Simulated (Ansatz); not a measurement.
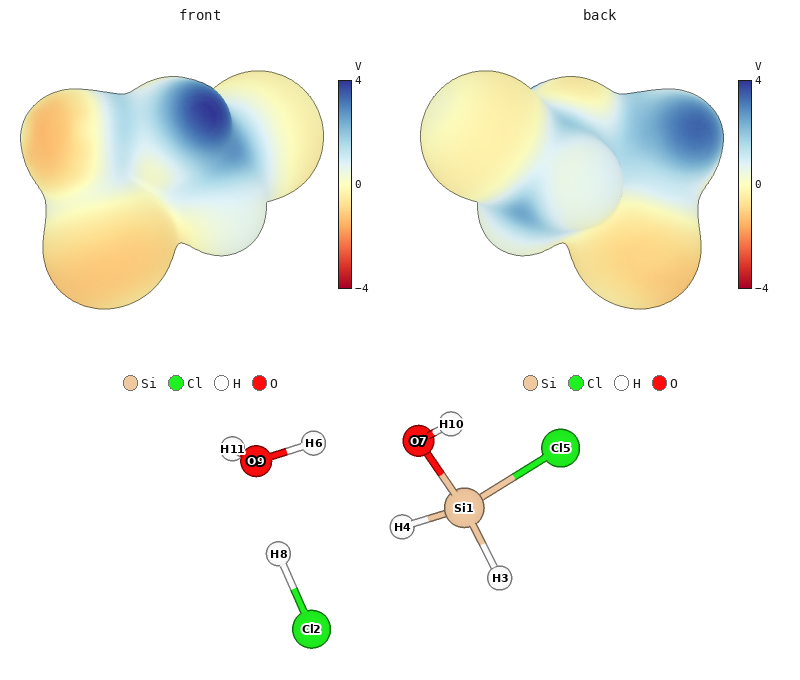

Figure. ClH3OSi···HCl···H2O. The molecular electrostatic potential painted on the density surface at 0.004 e/bohr³, seen from the front and from behind; the colour scale runs from red (negative) to blue (positive). The bare structure is drawn below in the same view.

These are results of Ansatz, RKS PBE/def2-SVP, not measurements.

Input

```
crystal:
  periodic: [false, false, false]
  atoms:
    - { symbol: Si, position_ang: [-0.195781, 1.6076, -0.132396] }
    - { symbol: Cl, position_ang: [-0.13662, -0.971278, -2.396235] }
    - { symbol: H, position_ang: [0.47671, 2.006405, -1.404423] }
    - { symbol: H, position_ang: [-1.504894, 0.913932, -0.278182] }
    - { symbol: Cl, position_ang: [-0.493954, 3.370933, 0.942122] }
    - { symbol: H, position_ang: [0.389134, -1.680157, 1.054613] }
    - { symbol: O, position_ang: [0.779023, 0.534995, 0.819206] }
    - { symbol: H, position_ang: [-0.041413, -1.734786, -1.323611] }
    - { symbol: O, position_ang: [-0.009809, -2.529486, 0.787968] }
    - { symbol: H, position_ang: [1.690672, 0.860901, 0.94111] }
    - { symbol: H, position_ang: [-0.952968, -2.379057, 0.989728] }
basis:
  gaussian: { orbitals: def2-SVP }
hamiltonian:
  xc: pbe
relax:
  f_tol: 0.03
  max_steps: 50
output:
  orbitals: {}
```

Command:

```sh
ansatz run input.yaml --threads 2 --pin off --max-ram 3072MiB --backend cpu --events-out ev --progress --plain --runs-dir out
```

The fields are those of the run's last geometry, not of the input's.

Q: Describe the electrostatic potential map.

A: The most negative region (about −1.3 V, or −30 kcal/mol for a unit charge) lies over O9, the most positive (about +3.9 V, or +90 kcal/mol for a unit charge) over H10. Cl5 shows a σ-hole: about +0.2 V at the tip opposite its bond, against about −0.2 V on its flanks. O9 is the likeliest acceptor of a hydrogen bond.
